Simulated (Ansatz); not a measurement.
C₂H₇Al···C₂H₆

Input file:

```
crystal:
  periodic: [false, false, false]
  atoms:
    - { symbol: Al, position_ang: [0.0, 0.0, 0.0] }
    - { symbol: C, position_ang: [0.0, 0.0, 2.32] }
    - { symbol: H, position_ang: [-0.9996, -0.3092, 2.6905] }
    - { symbol: H, position_ang: [0.7676, -0.7111, 2.6905] }
    - { symbol: C, position_ang: [0.3177, 1.3971, 2.8274] }
    - { symbol: H, position_ang: [0.9159, 1.3257, 3.7596] }
    - { symbol: H, position_ang: [0.8975, 1.9479, 2.0576] }
    - { symbol: H, position_ang: [-0.628, 1.9396, 3.0359] }
    - { symbol: C, position_ang: [1.706, 0.0, -0.985] }
    - { symbol: H, position_ang: [2.0356, -1.0462, -1.1552] }
    - { symbol: H, position_ang: [1.5695, 0.508, -1.9624] }
    - { symbol: H, position_ang: [2.4756, 0.5381, -0.3932] }
    - { symbol: C, position_ang: [-1.706, 0.0, -0.985] }
    - { symbol: H, position_ang: [-2.2662, -0.9305, -0.7558] }
    - { symbol: H, position_ang: [-2.3102, 0.8797, -0.6796] }
    - { symbol: H, position_ang: [-1.5043, 0.0508, -2.0753] }
    - { symbol: H, position_ang: [-0.2382, -1.749, 0.5865] }
    - { symbol: H, position_ang: [-0.19, -1.3947, 1.5677] }
basis:
  gaussian: { orbitals: "6-31G*" }
hamiltonian:
  xc: pbe0
  dispersion: d4
relax:
  f_tol: 0.15
  max_steps: 25
  restrain:
    - { distance: [0, 16], at: 1.56, k: 30.0 }
    - { distance: [17, 1], at: 1.11, k: 30.0 }
    - { distance: [0, 1], at: 3.17, k: 30.0 }
    - { distance: [17, 16], at: 1.86, k: 30.0 }
output:
  orbitals: {}
```

Run with:

```sh
ansatz run input.yaml --threads 2 --pin off --max-ram 3072MiB --backend cpu --events-out ev --progress --plain --runs-dir out
```

The fields are those of the run's last geometry, not of the input's.

Not at a stationary point (largest force 0.6 eV/Å).

These are results of Ansatz, RKS PBE0-D4/6-31G*, not measurements.

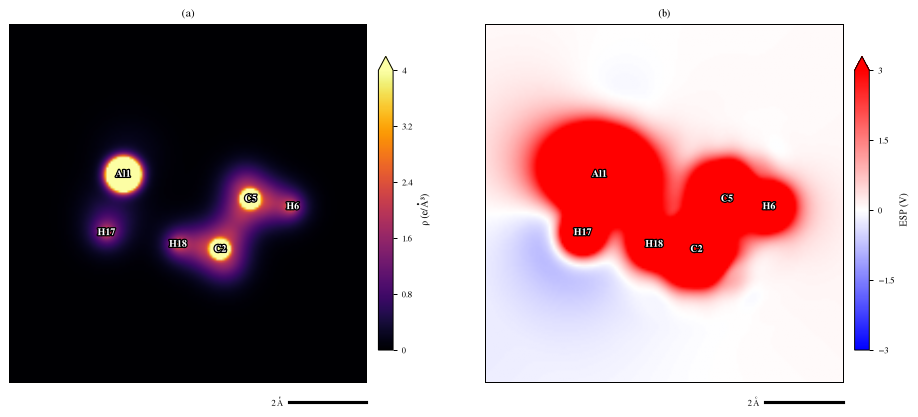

Figure 1. (a) total electron density; (b) molecular electrostatic potential on the plane of atoms C5, C2 and H18.

Question: What does the map show?

Answer: Atoms in the plane: Al, C and H.
Al1···H18 (2.29 Å): the density falls to about 0.13 e/Å³ on the way.
C–C (1.52 Å): ρ at the midpoint is about 1.6 e/Å³.
C–H (1.11 Å): ρ is about 1.9 e/Å³ halfway.
Al–H (1.57 Å): ρ at the midpoint is about 0.54 e/Å³.
Outside the dense part of the complex the potential is most negative (−0.8 V) near H17.

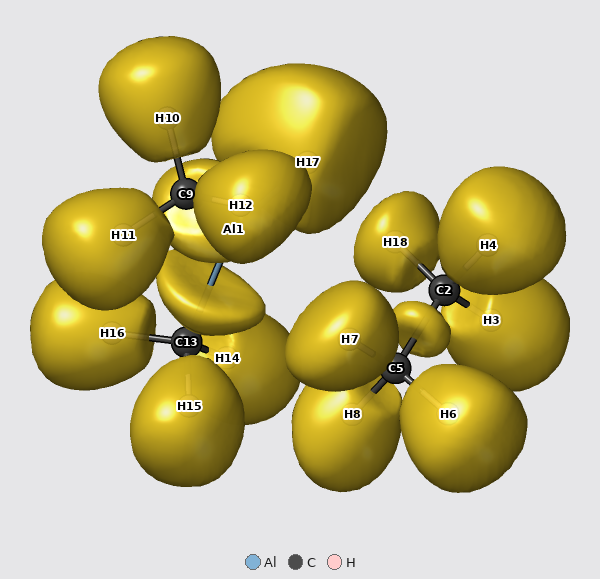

Figure 2. Isosurface of the electron localisation function at 0.8 (yellow), seen at an oblique angle. Only the valence region is drawn (cores and ρ < 0.01 e/Å³ removed).

Question: Describe the localisation domains.

Answer: The ELF exceeds this value in two regions between bonded Al–C atoms (shared pairs), one region between bonded C–C atoms (shared pairs) and 13 regions around hydrogen nuclei. Profiles from the grid: Al1···H18 (2.29 Å): the ELF climbs to about 1 towards the hydrogen. C–C (1.52 Å): the ELF peaks at about 0.95 between the atoms, as expected for a covalent bond.

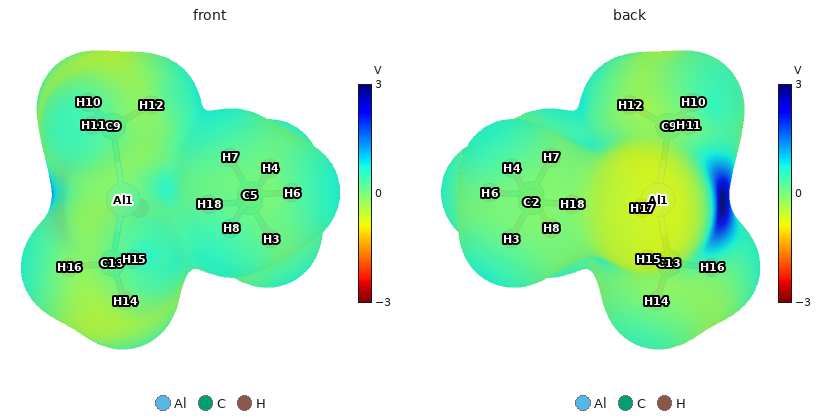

Figure 3. The molecular electrostatic potential painted on the density surface at 0.002 e/bohr³, seen from the front and from behind; red is negative and blue positive.

Question: Describe the electrostatic potential map.

Answer: The most negative region (about −0.8 V) lies over H17, the most positive (about +2.8 V) over Al1.

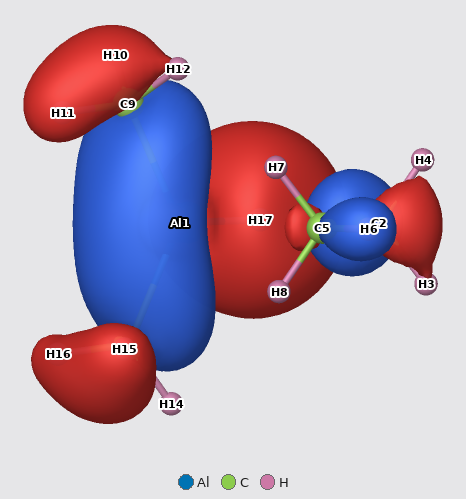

Figure 4. The HOMO−1 at ±0.08 Å⁻³ᐟ² (red and blue are the two phases), seen at a tilt.

Question: Where does this orbital lie, and at what energy?

Answer: Its weight (Hirshfeld) is mainly on H17 (about 35 %), Al1 (about 25 %), C13 (about 10 %) and C9 (about 10 %). Its energy is −7.55 eV.
